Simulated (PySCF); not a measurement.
C$_{3}$H$_{4}$F$_{2}$O, SMILES `FC1(F)COC1`.

PySCF calculation, B3LYP/6-311+G**, gas phase; geometry: GFN2-xTB. No frequency check shows the geometry to be a minimum. The basis has diffuse s and p functions alone, which still leaves polarisabilities too small, most of all across bonds.

Coordinates in Å:

```
F1      -1.2367   -1.0775    0.0156
C2      -0.4191   -0.0001    0.0000
F3      -1.2368    1.0775   -0.0154
C4       0.6979    0.0153    1.0400
O5       1.6791   -0.0000   -0.0002
C6       0.6977   -0.0150   -1.0402
H7       0.7424   -0.8748    1.6712
H8       0.7433    0.9219    1.6453
H9       0.7419    0.8750   -1.6714
H10      0.7410   -0.9234   -1.6455
```

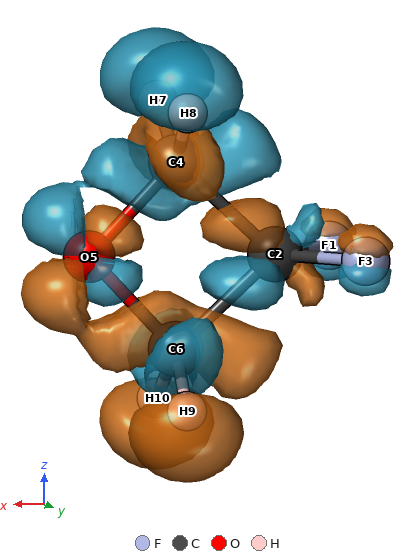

Change of the electron density in a uniform field of 0.41 V/Å, surfaces at ±0.004 e/Å³ (light blue: gain, orange: loss).

Along which Cartesian direction does the field point?

Along −z: electrons gather on the +z side, against the field.

How large is the response?

The induced dipole is 0.84 D (along the field); α along this axis, from the fields in both directions, is 41 bohr³ (6.1 Å³).

Which atoms gain and lose the most charge?

Electrons gather most on H7 and H8 alike (Hirshfeld charge changes by −0.013 e) and leave H9 and H10 alike most (+0.012 e); 0.088 electrons are displaced in all.
